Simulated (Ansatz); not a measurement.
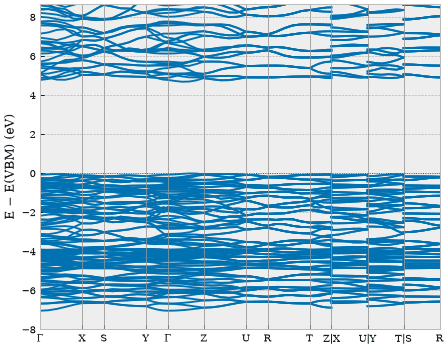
Fig. 1. Band structure from plane-wave PAW r²SCAN (Ansatz code)

The gap is 4.68 eV; an edge lies off the plotted path or next to a special point (maximum off the standard path, minimum on the Γ–Z line, 46 % of the way from Γ).

Which compound is it?
A) ZnSeO3, Pbca (Pearson symbol oP40)
B) Ta2O5, Pmmn (Ta on 4e, O on 4e, O on 4e, O on 2a)
C) LaInO3, Pnma (La on 4c, In on 4b, O on 4c, O on 8d)
D) CaCl2, Pbcn (Ca on 4c, Cl on 8d)

A, ZnSeO3, Pbca (Pearson symbol oP40)

The workflow started from a Materials Project entry (that database holds measured and hypothetical structures alike); the Crystallography Open Database files this formula in space group No. 61, but the cells were not matched. Whether it is the stable phase at ambient conditions was not checked. The r²SCAN relaxation kept the symmetry of its start; its stability against distortions is not shown here. Scalar-relativistic: spin–orbit coupling is off unless named, which matters more the heavier the elements.

Potentials: the later of the program's two PAW sets.
